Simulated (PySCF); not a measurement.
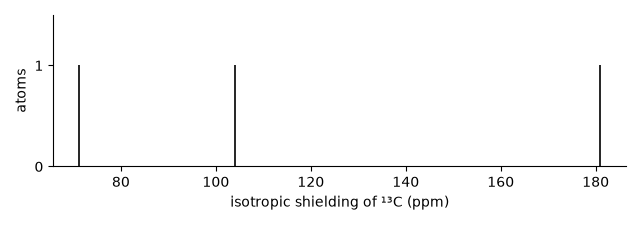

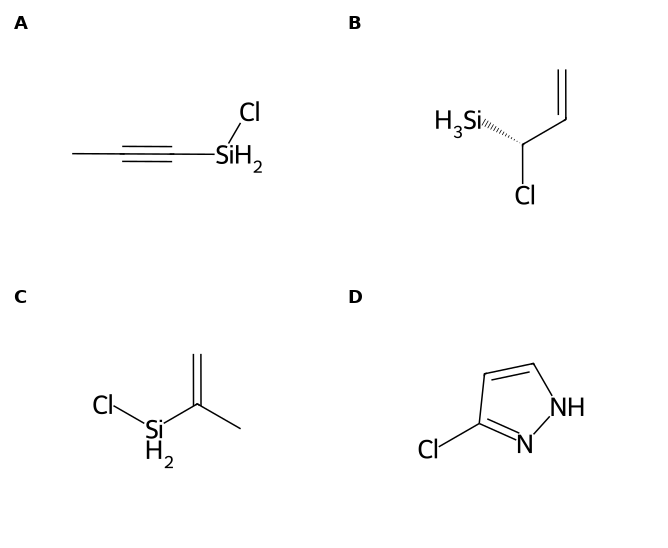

The sticks are computed shieldings of one of the molecules, for one fixed geometry (GFN2-xTB) without averaging over rotations. Low shielding means a high chemical shift. Method: GIAO PBE0/pcSseg-1 NMR shielding, non-relativistic, gas phase (PySCF 2.14.0).

Question: Match the spectrum to a structure.

Answer: A, `CC#C[SiH2]Cl`. Its 3 C atoms give lines at 71.2, 104.1, 180.9 ppm.

The geometry is semi-empirical. Around Si such bond lengths and angles can be off by a tenth of an ångström or more and by several degrees, and values that hang on the shape move with them.
